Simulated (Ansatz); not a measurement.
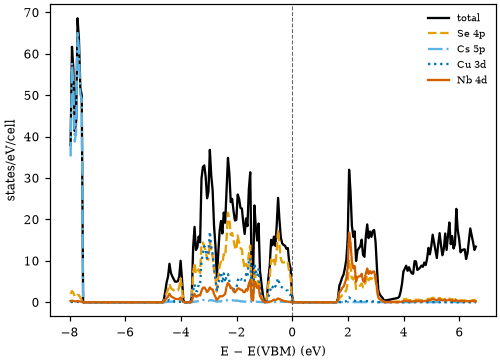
*Total and projected density of states of Cs₂NbCuSe₄ in space group Fddd (No. 70; Cs on 16g, Nb on 8b, Cu on 8a, Se on 32h), the program Ansatz at the LDA level (PAW)*

Q: Which orbitals carry the states next to the gap?

A: Top 1 eV of the valence band: Se 4p 69 %, Cu 3d 24 %. Bottom 1 eV of the conduction band: Nb 4d 51 %, Se 4p 31 %, outside the projected shells 10 %. Projections are on Löwdin-orthogonalised atomic valence shells; empty p or d shells of many metals are not among them.

The workflow started from a Materials Project entry (that database holds measured and hypothetical structures alike); the Crystallography Open Database files this formula in space group No. 70, but the cells were not matched. Whether it is the stable phase at ambient conditions was not checked. The cell was relaxed with LDA under the symmetry of its start; its stability against distortions is not shown here. No spin polarisation was allowed. Spin–orbit coupling is left out wherever it is not named.

Potentials: the later of the program's two PAW sets.
